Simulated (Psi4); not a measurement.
**HF/3-21G run of SnH2Cl2 (SMILES [Cl][SnH2][Cl])**

Aim: the energy change on altering one bond length of SnH2Cl2 at HF/3-21G, from 2 runs. 

Program for the calculation: Psi4 1.11.

### Step 1. The structure to begin with

The species is SnH2Cl2 (5 atoms), meant as a singlet with charge 0. SMILES: `[Cl][SnH2][Cl]`. The coordinates come from a PBE0-D4/def2-TZVP relaxation.

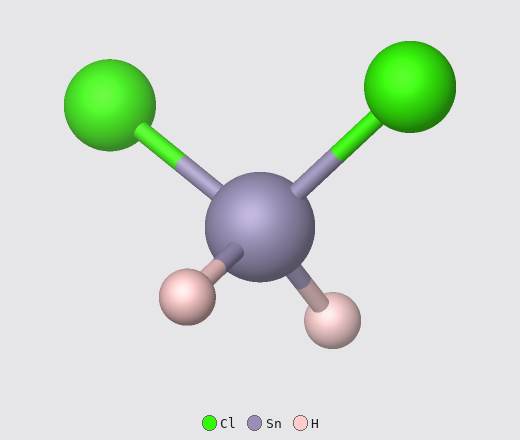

Viewed from a chosen angle; chlorine green, tin purple, hydrogen pink.

### Step 2. The energy at HF/3-21G

Input file cl2h2sn.json:

```json
{
  "schema_name": "qcschema_input",
  "schema_version": 1,
  "molecule": {
    "schema_name": "qcschema_molecule",
    "schema_version": 2,
    "symbols": ["Cl", "Sn", "Cl", "H", "H"],
    "geometry": [-3.39262531, -0.61642866, 2.27995457, 0.36358331, -0.19445282, 0.07294343, -0.47318742, 2.44814019, -3.31439065, 1.13799307, -3.0732616, -1.10000958, 2.45853369, 1.29691904, 1.9830786],
    "molecular_charge": 0,
    "molecular_multiplicity": 1,
    "fix_symmetry": "c1"
  },
  "driver": "energy",
  "model": {
    "method": "scf",
    "basis": "3-21G"
  },
  "keywords": {
    "reference": "rhf",
    "puream": true,
    "e_convergence": 1e-09,
    "d_convergence": 1e-08,
    "scf_type": "pk",
    "scf_properties": ["WIBERG_LOWDIN_INDICES", "LOWDIN_CHARGES", "DIPOLE"]
  }
}
```

Launch:

```bash
$ psi4 --qcschema cl2h2sn.json -n 1 --memory 2200MB
```

stdout, cut to the lines that bear on the results:

```text
[...]
  Running in c1 symmetry.
[...]
  Nuclear repulsion =  472.024953675136658
[...]
  Multiplicity = 1
[...]
  Nalpha       = 43
  Nbeta        = 43
[...]
    Number of basis functions: 61
[...]
   @RHF iter   1: -6911.95358969482550   -3.22562e+00   8.07624e-03 DIIS/ADIIS
[...]
   @RHF iter   9: -6912.11735490292904   -1.18234e-11   5.38186e-09 DIIS
[...]
    Orbital Energies [Eh]
    ---------------------
    Doubly Occupied:
       1A   -1034.972320     2A   -156.316877     3A   -145.462458
       4A   -145.462272     5A   -145.461829     6A   -104.106118
       7A   -104.105895     8A    -31.626674     9A    -27.002514
      10A    -27.001779    11A    -27.000110    12A    -19.169275
      13A    -19.168980    14A    -19.167233    15A    -19.166860
      16A    -19.166462    17A    -10.500054    18A    -10.499311
      19A     -7.962787    20A     -7.962739    21A     -7.959387
      22A     -7.959328    23A     -7.959195    24A     -7.959116
      25A     -5.641311    26A     -4.027255    27A     -4.025098
      28A     -4.021423    29A     -1.517459    30A     -1.514154
      31A     -1.508063    32A     -1.505877    33A     -1.505498
      34A     -1.104505    35A     -1.084129    36A     -0.693711
[...]
  @RHF Final Energy: -6912.11735490292904
   => Energetics <=
    Nuclear Repulsion Energy =            472.0249536751366577
    One-Electron Energy =              -10478.8696870430903800
    Two-Electron Energy =                3094.7273784650246853
    Total Energy =                      -6912.1173549029299465
[...]
 Multipole Moments:
 ------------------------------------------------------------------------------------
     Multipole            Electronic (a.u.)      Nuclear  (a.u.)        Total (a.u.)
 ------------------------------------------------------------------------------------
 L = 1.  Multiply by 2.5417464519 to convert [e a0] to [Debye]
 Dipole X            :          5.9554673           -4.5129517            1.4425157
 Dipole Y            :         -2.8792079            2.1818395           -0.6973684
 Dipole Z            :          1.5306226           -1.1598656            0.3707570
 Magnitude           :                                                    1.6445774
[...]
```

The result, in JSON:

```text
{
 "driver": "energy",
 "model": {
  "method": "scf",
  "basis": "3-21G"
 },
 "success": true,
 "return_result": -6912.117354902929,
 "properties": {
  "calcinfo_nbasis": 61,
  "calcinfo_nmo": 61,
  "calcinfo_nalpha": 43,
  "calcinfo_nbeta": 43,
  "calcinfo_natom": 5,
  "nuclear_repulsion_energy": 472.02495367513666,
  "return_energy": -6912.117354902929,
  "scf_one_electron_energy": -10478.86968704309,
  "scf_two_electron_energy": 3094.7273784650247,
  "scf_dipole_moment": [1.4425156668047947, -0.6973684026260103, 0.3707569973033469],
  "scf_total_energy": -6912.117354902929,
  "scf_iterations": 9
 }
}
```

Wall time 3.3 s (1 thread of Intel Xeon Platinum 8259CL at 2.50GHz (Skylake/Cascade Lake), shared host); peak memory 0.21 GiB.

### Step 3. The distorted shape: energy and gradient at HF/3-21G

Input file calc.py:

```python
import psi4

psi4.set_memory(2200000000)
psi4.set_num_threads(1)
psi4.set_output_file('cl2h2sn.out', False)

molecule = psi4.geometry("""
0 1
Cl    -1.662464    -0.745706     1.744232
Sn     0.325236    -0.522406     0.576332
Cl    -0.250400     1.295500    -1.753900
H      0.735036    -2.045806    -0.044368
H      1.433836     0.266794     1.587132
symmetry c1
""")

psi4.set_options(dict(basis='3-21G', puream=True, e_convergence=1e-09, d_convergence=1e-08, scf_type='pk'))

energy_value, wavefunction = psi4.gradient("scf", molecule=molecule, return_wfn=True)
psi4.oeprop(wavefunction, "DIPOLE", "QUADRUPOLE", "MAYER_INDICES", title="SCF")
print('gradient / Eh bohr^-1')
print(energy_value.np.round(6))
print(f'energy = {wavefunction.energy():.10f} Eh')
for k, v in sorted(psi4.core.scalar_variables().items()):
    print(f'{k:45s} {v:18.10f}')
```

Launch:

```bash
$ python calc.py
```

cl2h2sn.out, cut to the lines that bear on the results:

```text
[...]
  Running in c1 symmetry.
[...]
  Nuclear repulsion =  420.788770684442625
[...]
  Multiplicity = 1
[...]
  Nalpha       = 43
  Nbeta        = 43
[...]
    Number of basis functions: 61
[...]
   @RHF iter   1: -6911.90536993983369   -3.64503e+00   8.18904e-03 ADIIS/DIIS
[...]
   @RHF iter  11: -6912.07394677607499   -1.27329e-11   7.67704e-09 DIIS
[...]
  @RHF Final Energy: -6912.07394677607499
   => Energetics <=
    Nuclear Repulsion Energy =            420.7887706844426248
    One-Electron Energy =              -10375.5016854534369486
    Two-Electron Energy =                3042.6389679929197882
    Total Energy =                      -6912.0739467760740808
[...]
  -Total Gradient:
     Atom            X                  Y                   Z
    ------   -----------------  -----------------  -----------------
       1        0.023157650157     0.000953153765    -0.011270322533
       2       -0.006895737533    -0.030801224751     0.046674440793
       3       -0.011325256314     0.033514674928    -0.042654753791
       4       -0.001115118161     0.002611446414     0.006766011239
       5       -0.003821537714    -0.006278050450     0.000484624352
[...]
 Multipole Moments:
 ------------------------------------------------------------------------------------
     Multipole            Electronic (a.u.)      Nuclear  (a.u.)        Total (a.u.)
 ------------------------------------------------------------------------------------
 L = 1.  Multiply by 2.5417464519 to convert [e a0] to [Debye]
 Dipole X            :          6.4525075           -4.8455770            1.6069304
 Dipole Y            :         -4.6541190            3.2322952           -1.4218237
 Dipole Z            :          3.8335521           -2.5063628            1.3271893
 Magnitude           :                                                    2.5229427
 L = 2.  Multiply by 1.3450342976 to convert [e a0^2] to [Debye ang]
 Quadrupole XX       :       -233.7598305          191.7804560          -41.9793745
 Quadrupole XY       :        -11.2834914           10.1907436           -1.0927479
[...]
```

Standard output:

```text
gradient / Eh bohr^-1
[[ 0.023158  0.000953 -0.01127 ]
 [-0.006896 -0.030801  0.046674]
 [-0.011325  0.033515 -0.042655]
 [-0.001115  0.002611  0.006766]
 [-0.003822 -0.006278  0.000485]]
energy = -6912.0739467761 Eh
CURRENT ENERGY                                  -6912.0739467761
CURRENT REFERENCE ENERGY                        -6912.0739467761
DD SOLVATION ENERGY                                 0.0000000000
HF KINETIC ENERGY                                6924.4831837234
HF POTENTIAL ENERGY                            -13836.5571304994
HF TOTAL ENERGY                                 -6912.0739467761
HF VIRIAL RATIO                                     1.9982079187
NUCLEAR REPULSION ENERGY                          420.7887706844
ONE-ELECTRON ENERGY                            -10375.5016854534
PCM POLARIZATION ENERGY                             0.0000000000
PE ENERGY                                           0.0000000000
SCF ITERATION ENERGY                            -6912.0739467761
SCF ITERATIONS                                     11.0000000000
SCF TOTAL ENERGY                                -6912.0739467761
TWO-ELECTRON ENERGY                              3042.6389679929
```

It took 5.1 s on 1 thread of Intel Xeon Platinum 8259CL at 2.50GHz (Skylake/Cascade Lake), shared host; peak memory 0.21 GiB.

### Step 4. What came out

At HF/3-21G:

| quantity | value |
| --- | --- |
| first shape: total energy | -6912.11735 Eh |
| first shape: dipole moment | 4.18 D |
| first shape: HOMO energy | -12.39 eV |
| first shape: LUMO energy | 1.86 eV |
| first shape: HOMO–LUMO gap | 14.25 eV |
| distorted shape: total energy | -6912.07395 Eh |
| distorted shape: dipole moment | 6.41 D |
| distorted shape: HOMO energy | -11.26 eV |
| distorted shape: LUMO energy | -0.66 eV |
| distorted shape: HOMO–LUMO gap | 10.60 eV |
| distorted shape: largest force on an atom | 2.897 eV/Å |
| energy change with the Sn2–Cl3 bond stretched from 2.316 to 3.011 Å | 1.181 eV |

**Reading.** With the Sn2–Cl3 bond stretched from 2.316 to 3.011 Å the energy rises by 1.18 eV (27 kcal/mol). The first shape isn't relaxed at this level, so the change isn't measured from a minimum. Relativity is left out (first shape) although the molecule holds a heavy atom. Relativity is left out (distorted shape) although the molecule holds a heavy atom.
